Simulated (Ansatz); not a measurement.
# BrH2InO (SMILES [OH][InH][Br]): energies and forces away from the minimum, part 2 of 2

Ansatz 0.2.0, Gaussian basis.

## (6) Structure 2, width 0.02 Å

File pbe-tzvpp/in.yaml:

```yaml
crystal:
  periodic: [false, false, false]
  atoms:
    - {symbol: O, position_ang: [-1.321896, -0.532676, -0.451297]}
    - {symbol: In, position_ang: [0.435114, 0.188966, 0.122915]}
    - {symbol: Br, position_ang: [1.764762, -1.643859, 1.144339]}
    - {symbol: H, position_ang: [-1.900308, 0.137823, -0.796116]}
    - {symbol: H, position_ang: [1.040825, 1.766571, -0.043278]}
basis:
  gaussian: {orbitals: def2-TZVPP}
hamiltonian: {xc: pbe, dispersion: d4}
output: {forces: true}
```

r2scan-tzvpp/in.yaml, as changes to pbe-tzvpp/in.yaml:

```diff
-hamiltonian: {xc: pbe, dispersion: d4}
+hamiltonian: {xc: r2scan, dispersion: d4}
```

pbe0-tzvpp/in.yaml:

```diff
-hamiltonian: {xc: pbe, dispersion: d4}
-output: {forces: true}
+hamiltonian: {xc: pbe0, dispersion: d4}
+output: {forces: true, orbitals: {seedname: orbitals}}
```

wb97mv-tzvpp/in.yaml:

```diff
-hamiltonian: {xc: pbe, dispersion: d4}
+hamiltonian: {xc: {name: wB97M-V}}
```

ccsdt-tzvpp/in.yaml:

```diff
-hamiltonian: {xc: pbe, dispersion: d4}
+correlation: {method: ccsd_t}
```

Each run has its own folder and the same command.

On the command line:

```
$ ansatz run in.yaml --threads 4 --pin off --events-out ev --progress --plain --max-ram 8704MiB
```

pbe-tzvpp printed, cut to the lines that bear on the results:

```text
Functional definition: PBE
  name "PBE"
  cite "Perdew, Burke & Ernzerhof, Phys. Rev. Lett. 77, 3865 (1996) doi:10.1103/PhysRevLett.77.3865"
  parent pbe
[...]
1033 factors; their error is unknown
[...]
mean field -77289.83628015 eV, -2840.3490943629 hartree, gradient 4.9e-5 eV, S^2 0.000000; 0 other end points of the search recorded, 0 dependent functions left out
[...]
Atom 1 at     0.435114     0.188966     0.122915 Å, force     0.200665    -0.091875     0.081518 eV/Å
Atom 2 at     1.764762    -1.643859     1.144339 Å, force    -0.046840     0.039952    -0.029420 eV/Å
Atom 3 at    -1.900308     0.137823    -0.796116 Å, force    -0.617737     0.770642    -0.402071 eV/Å
Atom 4 at     1.040825     1.766571    -0.043278 Å, force     0.052109     0.163510    -0.004329 eV/Å
Dipole moment:    -0.144803     0.654642    -0.199813 e Å
```

Log of r2scan-tzvpp, cut to the lines that bear on the results:

```text
[... 5 set-up lines as earlier in the session ...]
[...]
1033 factors; their error is unknown
[...]
Atom 1 at     0.435114     0.188966     0.122915 Å, force     0.051771    -0.221800     0.042585 eV/Å
Atom 2 at     1.764762    -1.643859     1.144339 Å, force    -0.167814     0.199445    -0.119734 eV/Å
Atom 3 at    -1.900308     0.137823    -0.796116 Å, force    -0.361096     0.449491    -0.244468 eV/Å
Atom 4 at     1.040825     1.766571    -0.043278 Å, force    -0.019104    -0.011907     0.013556 eV/Å
Dipole moment:    -0.143737     0.691882    -0.207667 e Å
```

Output in pbe0-tzvpp, cut to the lines that bear on the results:

```text
[... 5 set-up lines as earlier in the session ...]
[...]
1163 factors; their error is unknown
[...]
mean field -77292.19302885 eV, -2840.4357032802 hartree, gradient 7.1e-5 eV, S^2 0.000000; 0 other end points of the search recorded, 0 dependent functions left out
[...]
Atom 1 at     0.435114     0.188966     0.122915 Å, force    -0.021553    -0.361414     0.042117 eV/Å
Atom 2 at     1.764762    -1.643859     1.144339 Å, force    -0.176519     0.237703    -0.131785 eV/Å
Atom 3 at    -1.900308     0.137823    -0.796116 Å, force    -0.286925     0.316940    -0.191148 eV/Å
Atom 4 at     1.040825     1.766571    -0.043278 Å, force    -0.018512     0.012810     0.008278 eV/Å
Dipole moment:    -0.130401     0.704091    -0.204019 e Å
```

Log of wb97mv-tzvpp, cut to the lines that bear on the results:

```text
[... 5 set-up lines as earlier in the session ...]
  # Of w^i u^j: cxij and so on, Table III.
[...]
  gx(w, u) = 1 - cx + cx01*u + cx10*w
[...]
Atom 1 at     0.435114     0.188966     0.122915 Å, force     0.067192    -0.331180     0.066421 eV/Å
Atom 2 at     1.764762    -1.643859     1.144339 Å, force    -0.216372     0.291176    -0.161612 eV/Å
Atom 3 at    -1.900308     0.137823    -0.796116 Å, force    -0.336751     0.323783    -0.212941 eV/Å
Atom 4 at     1.040825     1.766571    -0.043278 Å, force    -0.066069    -0.092425     0.017549 eV/Å
Dipole moment:    -0.129915     0.717614    -0.206532 e Å
```

Output in ccsdt-tzvpp, cut to the lines that bear on the results:

```text
[... 4 set-up lines as earlier in the session ...]
[...]
1168 factors; integrals over basis functions are off by at most 5.5e-4 eV
[...]
mean field -77219.30254963 eV, -2837.7570275756 hartree, gradient 4.6e-6 eV, S^2 0.000000; 0 other end points of the search recorded, 0 dependent functions left out
[...]
Atom 1 at     0.435114     0.188966     0.122915 Å, force     0.045464    -0.348149     0.066715 eV/Å
Atom 2 at     1.764762    -1.643859     1.144339 Å, force    -0.208247     0.281233    -0.156244 eV/Å
Atom 3 at    -1.900308     0.137823    -0.796116 Å, force    -0.330460     0.408791    -0.225510 eV/Å
Atom 4 at     1.040825     1.766571    -0.043278 Å, force    -0.041536    -0.030807     0.010764 eV/Å
Dipole moment:    -0.127854     0.699645    -0.201648 e Å
```

They took 1.6 s (pbe-tzvpp), 3.3 s (r2scan-tzvpp), 3.2 s (pbe0-tzvpp), 7.5 s (wb97mv-tzvpp), 3.8 min (ccsdt-tzvpp) on 4 threads of Intel Xeon Platinum 8375C at 2.90GHz, shared host; peak memory 2.3 GiB.

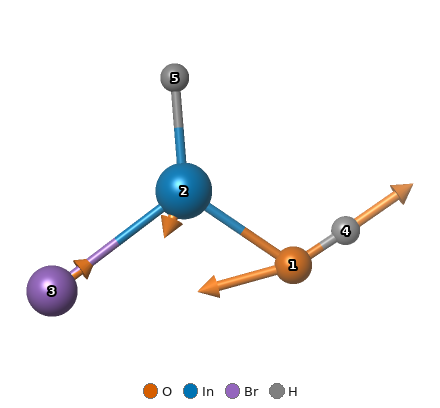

Forces at CCSD(T); the longest arrow is 0.69 eV/Å.

```
   method  RMS force component (eV/Å)  RMS error against CCSD(T) (eV/Å)  angle to CCSD(T) forces (°)  dipole (D)
   PBE-D4                       0.392                             0.235                         35.9        3.36
r2SCAN-D4                       0.264                             0.053                         11.4        3.54
  PBE0-D4                       0.235                             0.049                          8.1        3.58
  wB97M-V                       0.255                             0.043                          9.0        3.64
  CCSD(T)                       0.268                         reference                    reference        3.55
```

## (7) Structure 3, width 0.04 Å

File pbe-tzvpp/in.yaml:

```yaml
crystal:
  periodic: [false, false, false]
  atoms:
    - {symbol: O, position_ang: [-1.314141, -0.547074, -0.433031]}
    - {symbol: In, position_ang: [0.449880, 0.174964, 0.116440]}
    - {symbol: Br, position_ang: [1.817918, -1.639480, 1.196320]}
    - {symbol: H, position_ang: [-1.878763, 0.082079, -0.833962]}
    - {symbol: H, position_ang: [0.967355, 1.795403, -0.090932]}
basis:
  gaussian: {orbitals: def2-TZVPP}
hamiltonian: {xc: pbe, dispersion: d4}
output: {forces: true}
```

r2scan-tzvpp/in.yaml differs from pbe-tzvpp/in.yaml so:

```diff
-hamiltonian: {xc: pbe, dispersion: d4}
+hamiltonian: {xc: r2scan, dispersion: d4}
```

pbe0-tzvpp/in.yaml:

```diff
-hamiltonian: {xc: pbe, dispersion: d4}
-output: {forces: true}
+hamiltonian: {xc: pbe0, dispersion: d4}
+output: {forces: true, orbitals: {seedname: orbitals}}
```

wb97mv-tzvpp/in.yaml:

```diff
-hamiltonian: {xc: pbe, dispersion: d4}
+hamiltonian: {xc: {name: wB97M-V}}
```

ccsdt-tzvpp/in.yaml:

```diff
-hamiltonian: {xc: pbe, dispersion: d4}
+correlation: {method: ccsd_t}
```

The same command starts each run, in its folder.

On the command line:

```
$ ansatz run in.yaml --threads 4 --pin off --events-out ev --progress --plain --max-ram 8704MiB
```

pbe-tzvpp printed, cut to the lines that bear on the results:

```text
[... 4 set-up lines as earlier in the session ...]
[...]
1033 factors; their error is unknown
[...]
mean field -77289.80446325 eV, -2840.3479251134 hartree, gradient 3.2e-5 eV, S^2 0.000000; 0 other end points of the search recorded, 0 dependent functions left out
[...]
Atom 1 at     0.449880     0.174964     0.116440 Å, force     0.350893    -0.110491     0.200812 eV/Å
Atom 2 at     1.817918    -1.639480     1.196320 Å, force    -0.238284     0.305928    -0.191446 eV/Å
Atom 3 at    -1.878763     0.082079    -0.833962 Å, force    -1.084818     1.343120    -0.809661 eV/Å
Atom 4 at     0.967355     1.795403    -0.090932 Å, force     0.058931    -0.015662     0.020989 eV/Å
Dipole moment:    -0.134410     0.634458    -0.231556 e Å
```

r2scan-tzvpp printed, cut to the lines that bear on the results:

```text
[... 5 set-up lines as earlier in the session ...]
[...]
1033 factors; their error is unknown
[...]
Atom 1 at     0.449880     0.174964     0.116440 Å, force     0.188706    -0.230823     0.168318 eV/Å
Atom 2 at     1.817918    -1.639480     1.196320 Å, force    -0.362370     0.465213    -0.288174 eV/Å
Atom 3 at    -1.878763     0.082079    -0.833962 Å, force    -0.827212     1.031874    -0.620265 eV/Å
Atom 4 at     0.967355     1.795403    -0.090932 Å, force     0.001055    -0.198617     0.044148 eV/Å
Dipole moment:    -0.133126     0.671006    -0.241334 e Å
```

Log of pbe0-tzvpp, cut to the lines that bear on the results:

```text
[... 5 set-up lines as earlier in the session ...]
[...]
1163 factors; their error is unknown
[...]
mean field -77292.16158536 eV, -2840.4345477530 hartree, gradient 6.9e-5 eV, S^2 0.000000; 0 other end points of the search recorded, 0 dependent functions left out
[...]
Atom 1 at     0.449880     0.174964     0.116440 Å, force     0.113798    -0.360424     0.172224 eV/Å
Atom 2 at     1.817918    -1.639480     1.196320 Å, force    -0.372277     0.503458    -0.302931 eV/Å
Atom 3 at    -1.878763     0.082079    -0.833962 Å, force    -0.758720     0.912006    -0.559865 eV/Å
Atom 4 at     0.967355     1.795403    -0.090932 Å, force     0.001101    -0.180607     0.039187 eV/Å
Dipole moment:    -0.118795     0.682558    -0.238663 e Å
```

wb97mv-tzvpp printed, cut to the lines that bear on the results:

```text
[... 5 set-up lines as earlier in the session ...]
  # Of w^i u^j: cxij and so on, Table III.
[...]
  gx(w, u) = 1 - cx + cx01*u + cx10*w
[...]
Atom 1 at     0.449880     0.174964     0.116440 Å, force     0.195469    -0.325045     0.198675 eV/Å
Atom 2 at     1.817918    -1.639480     1.196320 Å, force    -0.416324     0.561844    -0.337786 eV/Å
Atom 3 at    -1.878763     0.082079    -0.833962 Å, force    -0.806705     0.914757    -0.580583 eV/Å
Atom 4 at     0.967355     1.795403    -0.090932 Å, force    -0.038784    -0.294680     0.052124 eV/Å
Dipole moment:    -0.118573     0.695924    -0.242460 e Å
```

Log of ccsdt-tzvpp, cut to the lines that bear on the results:

```text
[... 4 set-up lines as earlier in the session ...]
[...]
1168 factors; integrals over basis functions are off by at most 5.6e-4 eV
[...]
mean field -77219.30454186 eV, -2837.7571007888 hartree, gradient 4.6e-6 eV, S^2 0.000000; 0 other end points of the search recorded, 0 dependent functions left out
[...]
Atom 1 at     0.449880     0.174964     0.116440 Å, force     0.178645    -0.351979     0.198804 eV/Å
Atom 2 at     1.817918    -1.639480     1.196320 Å, force    -0.410600     0.553628    -0.333248 eV/Å
Atom 3 at    -1.878763     0.082079    -0.833962 Å, force    -0.797235     0.993388    -0.597483 eV/Å
Atom 4 at     0.967355     1.795403    -0.090932 Å, force    -0.018519    -0.227763     0.043022 eV/Å
Dipole moment:    -0.114689     0.677828    -0.235936 e Å
```

Wall times: 1.7 s (pbe-tzvpp), 3.2 s (r2scan-tzvpp), 2.7 s (pbe0-tzvpp), 8 s (wb97mv-tzvpp), 3.6 min (ccsdt-tzvpp) on 4 threads of Intel Xeon Platinum 8375C at 2.90GHz, shared host; peak memory 2.3 GiB.

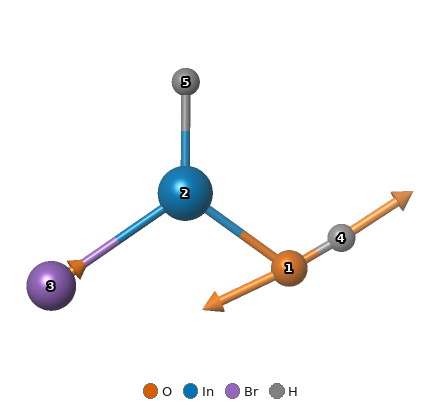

Forces at CCSD(T); the longest arrow is 1.58 eV/Å.

```
   method  RMS force component (eV/Å)  RMS error against CCSD(T) (eV/Å)  angle to CCSD(T) forces (°)  dipole (D)
   PBE-D4                       0.719                             0.236                         17.7        3.31
r2SCAN-D4                       0.597                             0.054                          5.2        3.48
  PBE0-D4                       0.556                             0.047                          2.5        3.52
  wB97M-V                       0.578                             0.041                          3.7        3.59
  CCSD(T)                       0.596                         reference                    reference        3.49
```

## (8) Structure 4, width 0.06 Å

File pbe-tzvpp/in.yaml:

```yaml
crystal:
  periodic: [false, false, false]
  atoms:
    - {symbol: O, position_ang: [-1.364960, -0.559541, -0.371247]}
    - {symbol: In, position_ang: [0.479213, 0.165424, 0.098618]}
    - {symbol: Br, position_ang: [1.718569, -1.588757, 1.215128]}
    - {symbol: H, position_ang: [-1.842198, 0.105608, -0.870406]}
    - {symbol: H, position_ang: [0.931148, 1.808734, -0.017080]}
basis:
  gaussian: {orbitals: def2-TZVPP}
hamiltonian: {xc: pbe, dispersion: d4}
output: {forces: true}
```

r2scan-tzvpp/in.yaml differs from pbe-tzvpp/in.yaml so:

```diff
-hamiltonian: {xc: pbe, dispersion: d4}
+hamiltonian: {xc: r2scan, dispersion: d4}
```

pbe0-tzvpp/in.yaml:

```diff
-hamiltonian: {xc: pbe, dispersion: d4}
-output: {forces: true}
+hamiltonian: {xc: pbe0, dispersion: d4}
+output: {forces: true, orbitals: {seedname: orbitals}}
```

wb97mv-tzvpp/in.yaml:

```diff
-hamiltonian: {xc: pbe, dispersion: d4}
+hamiltonian: {xc: {name: wB97M-V}}
```

ccsdt-tzvpp/in.yaml:

```diff
-hamiltonian: {xc: pbe, dispersion: d4}
+correlation: {method: ccsd_t}
```

The same command starts each run, in its folder.

On the command line:

```
$ ansatz run in.yaml --threads 4 --pin off --events-out ev --progress --plain --max-ram 8704MiB
```

Output in pbe-tzvpp, cut to the lines that bear on the results:

```text
[... 4 set-up lines as earlier in the session ...]
[...]
1033 factors; their error is unknown
[...]
mean field -77289.80389679 eV, -2840.3479042962 hartree, gradient 4.9e-5 eV, S^2 0.000000; 0 other end points of the search recorded, 0 dependent functions left out
[...]
Atom 1 at     0.479213     0.165424     0.098618 Å, force    -0.887978     0.254784    -0.151049 eV/Å
Atom 2 at     1.718569    -1.588757     1.215128 Å, force     0.359412    -0.459024     0.238132 eV/Å
Atom 3 at    -1.842198     0.105608    -0.870406 Å, force    -0.383537     0.434566    -0.322982 eV/Å
Atom 4 at     0.931148     1.808734    -0.017080 Å, force     0.077462     0.029449    -0.103676 eV/Å
Dipole moment:     0.014106     0.582448    -0.266757 e Å
```

Log of r2scan-tzvpp, cut to the lines that bear on the results:

```text
[... 5 set-up lines as earlier in the session ...]
[...]
1033 factors; their error is unknown
[...]
Atom 1 at     0.479213     0.165424     0.098618 Å, force    -1.071581     0.139593    -0.132087 eV/Å
Atom 2 at     1.718569    -1.588757     1.215128 Å, force     0.244469    -0.299894     0.131086 eV/Å
Atom 3 at    -1.842198     0.105608    -0.870406 Å, force    -0.177736     0.122952    -0.097007 eV/Å
Atom 4 at     0.931148     1.808734    -0.017080 Å, force     0.028020    -0.154328    -0.097534 eV/Å
Dipole moment:     0.023260     0.616309    -0.280221 e Å
```

Output in pbe0-tzvpp, cut to the lines that bear on the results:

```text
[... 5 set-up lines as earlier in the session ...]
[...]
1163 factors; their error is unknown
[...]
mean field -77292.14092486 eV, -2840.4337884937 hartree, gradient 6.4e-5 eV, S^2 0.000000; 0 other end points of the search recorded, 0 dependent functions left out
[...]
Atom 1 at     0.479213     0.165424     0.098618 Å, force    -1.153366     0.012165    -0.108704 eV/Å
Atom 2 at     1.718569    -1.588757     1.215128 Å, force     0.239626    -0.263511     0.112369 eV/Å
Atom 3 at    -1.842198     0.105608    -0.870406 Å, force    -0.121145    -0.012461    -0.012966 eV/Å
Atom 4 at     0.931148     1.808734    -0.017080 Å, force     0.030406    -0.133785    -0.105727 eV/Å
Dipole moment:     0.041709     0.627336    -0.281801 e Å
```

Output in wb97mv-tzvpp, cut to the lines that bear on the results:

```text
[... 5 set-up lines as earlier in the session ...]
  # Of w^i u^j: cxij and so on, Table III.
[...]
  gx(w, u) = 1 - cx + cx01*u + cx10*w
[...]
Atom 1 at     0.479213     0.165424     0.098618 Å, force    -1.110424     0.053094    -0.074358 eV/Å
Atom 2 at     1.718569    -1.588757     1.215128 Å, force     0.207440    -0.217107     0.080714 eV/Å
Atom 3 at    -1.842198     0.105608    -0.870406 Å, force    -0.170440     0.000349    -0.036999 eV/Å
Atom 4 at     0.931148     1.808734    -0.017080 Å, force    -0.002650    -0.246705    -0.103631 eV/Å
Dipole moment:     0.047327     0.638665    -0.287448 e Å
```

ccsdt-tzvpp printed, cut to the lines that bear on the results:

```text
[... 4 set-up lines as earlier in the session ...]
[...]
1170 factors; integrals over basis functions are off by at most 5.2e-4 eV
[...]
mean field -77219.19961948 eV, -2837.7532449626 hartree, gradient 2.7e-6 eV, S^2 0.000000; 0 other end points of the search recorded, 0 dependent functions left out
[...]
Atom 1 at     0.479213     0.165424     0.098618 Å, force    -1.150755     0.042564    -0.102987 eV/Å
Atom 2 at     1.718569    -1.588757     1.215128 Å, force     0.227811    -0.242544     0.098199 eV/Å
Atom 3 at    -1.842198     0.105608    -0.870406 Å, force    -0.155096     0.090758    -0.072280 eV/Å
Atom 4 at     0.931148     1.808734    -0.017080 Å, force     0.017774    -0.181647    -0.105812 eV/Å
Dipole moment:     0.044466     0.621583    -0.282178 e Å
```

Times: 1.3 s (pbe-tzvpp), 2.6 s (r2scan-tzvpp), 2.1 s (pbe0-tzvpp), 5.5 s (wb97mv-tzvpp), 3.9 min (ccsdt-tzvpp) on 4 threads of Intel Xeon Platinum 8375C at 2.90GHz, shared host; peak memory 2.3 GiB.

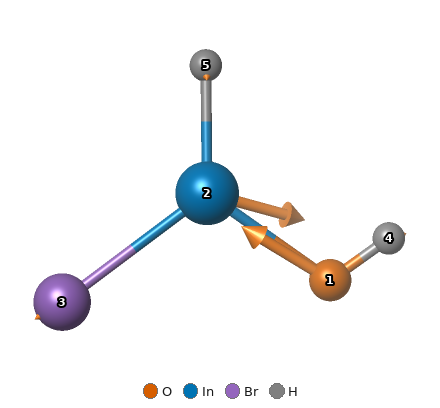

Forces at CCSD(T); the longest arrow is 1.16 eV/Å.

```
   method  RMS force component (eV/Å)  RMS error against CCSD(T) (eV/Å)  angle to CCSD(T) forces (°)  dipole (D)
   PBE-D4                       0.417                             0.239                         32.8        3.08
r2SCAN-D4                       0.406                             0.052                          6.3        3.25
  PBE0-D4                       0.425                             0.051                          6.8        3.31
  wB97M-V                       0.431                             0.048                          6.4        3.37
  CCSD(T)                       0.431                         reference                    reference        3.29
```

## (9) All structures together

Energy above the minimum (kJ/mol):

```
structure  width (Å)  PBE-D4  r2SCAN-D4  PBE0-D4  wB97M-V  Hartree-Fock  MP2  CCSD  CCSD(T)
        1       0.06     4.3        6.1      6.3      6.3           2.9  8.6   7.0      7.0
        2       0.02     0.2        0.8      0.9      1.2          -0.2  1.8   1.3      1.2
        3       0.04     3.3        4.2      4.0      4.6          -0.4  6.6   4.5      4.7
        4       0.06     3.3        5.1      5.9      6.2           9.7  5.7   6.6      5.7
```

What each level costs and misses (shared host):

```
      method  mean energy error from CCSD(T) (kJ/mol)        mean time a point
      PBE-D4                                      1.9                    1.4 s
   r2SCAN-D4                                      0.6                    2.8 s
     PBE0-D4                                      0.4                    2.6 s
     wB97M-V                                      0.3                    6.4 s
Hartree-Fock                                      3.6  part of the CCSD(T) run
         MP2                                      1.1  part of the CCSD(T) run
        CCSD                                      0.3  part of the CCSD(T) run
     CCSD(T)                                        0                  3.5 min
```

The best functional, wB97M-V, misses by 0.3 kJ/mol and takes 6.4 s a point, against 3.5 min for CCSD(T).

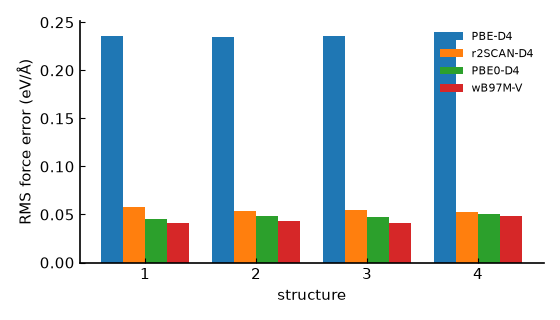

Force errors against CCSD(T).

## (10) Results

What follows sums up all 2 parts.

```
                         quantity                                                                                            value
energy above the minimum, CCSD(T)                                                                        7.0, 1.2, 4.7, 5.7 kJ/mol
                mean energy error  PBE-D4 1.9, r2SCAN-D4 0.6, PBE0-D4 0.4, wB97M-V 0.3, Hartree-Fock 3.6, MP2 1.1, CCSD 0.3 kJ/mol
             mean RMS force error                                 PBE-D4 0.236, r2SCAN-D4 0.055, PBE0-D4 0.048, wB97M-V 0.043 eV/Å
            largest T1 diagnostic                                                                                            0.014
```

In energy CCSD is nearest to CCSD(T) and Hartree-Fock farthest. For forces wB97M-V is best, off by 10 % of the typical force, and PBE-D4 worst (55 %); with few structures and a triple-zeta reference, gaps of a few points rank nothing.
